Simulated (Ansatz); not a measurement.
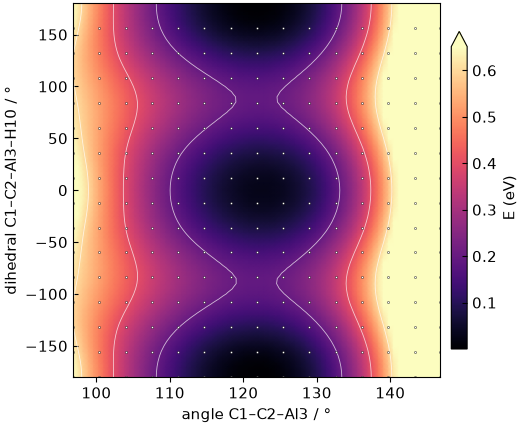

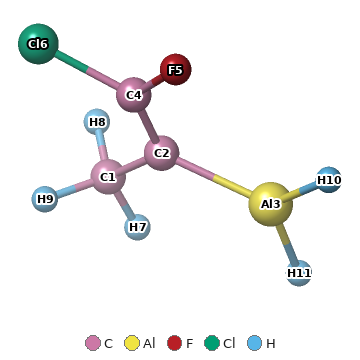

Energy landscape of C3H5AlClF, SMILES C[C]([AlH2])=C(F)Cl. The first coordinate is: angle C1–C2–Al3; the second: dihedral C1–C2–Al3–H10. Nothing is relaxed (all other coordinates rigid). The scan uses a 15 × 15 grid. Energies: eV, counted from the lowest grid point. Level of theory: RKS SPW92 (LDA)/def2-SVP in Ansatz 0.2.0.

In the figure: a smooth colour map with a few white contour lines, dots at the grid points, one colour for all values above the top of the scale. Between grid points the surface is interpolated. The second picture is the structure at the lowest point.

> Where are the wells?

The lowest grid point is at angle C1–C2–Al3 = 121.8°, dihedral C1–C2–Al3–H10 = −180°. There is a further well near angle C1–C2–Al3 = 121.8°, dihedral C1–C2–Al3–H10 = −12° (0.036 eV above the lowest at that grid point). The highest grid point, angle C1–C2–Al3 = 146.8°, dihedral C1–C2–Al3–H10 = −84°, lies 1.48 eV above the lowest. On the interpolated surface the easiest way out of the lowest well to the well at about angle C1–C2–Al3 = 123°, dihedral C1–C2–Al3–H10 = 0° passes a barrier of about 0.19 eV. Round the minimum the two coordinates are nearly uncoupled.

The input of one point:

```yaml
crystal:
  periodic: [false, false, false]
  atoms:
    - { symbol: C, position_ang: [-0.63837, -0.797704, 0.986309] }
    - { symbol: C, position_ang: [-0.016747, 0.119872, -0.017009] }
    - { symbol: Al, position_ang: [1.320116, -0.498903, -1.276379] }
    - { symbol: C, position_ang: [-0.386702, 1.410657, -0.054222] }
    - { symbol: F, position_ang: [0.096369, 2.30181, -0.896422] }
    - { symbol: Cl, position_ang: [-1.554879, 2.114233, 0.995715] }
    - { symbol: H, position_ang: [-0.214512, -1.822575, 0.936177] }
    - { symbol: H, position_ang: [-1.739063, -0.88133, 0.83456] }
    - { symbol: H, position_ang: [-0.498263, -0.421646, 2.025601] }
    - { symbol: H, position_ang: [1.996901, 0.464962, -2.356554] }
    - { symbol: H, position_ang: [1.703566, -2.051067, -1.159605] }
basis:
  gaussian: { orbitals: def2-SVP }
hamiltonian:
  xc: lda
output:
  forces: true
```

Each point was launched as `ansatz run input.yaml --threads 1 --pin off --max-ram 2560MiB --backend cpu --events-out ev --progress --plain --runs-dir out`. Time for the 225 points that were run: 20 min on 1 thread of Arm Neoverse N1, with other jobs on the host.
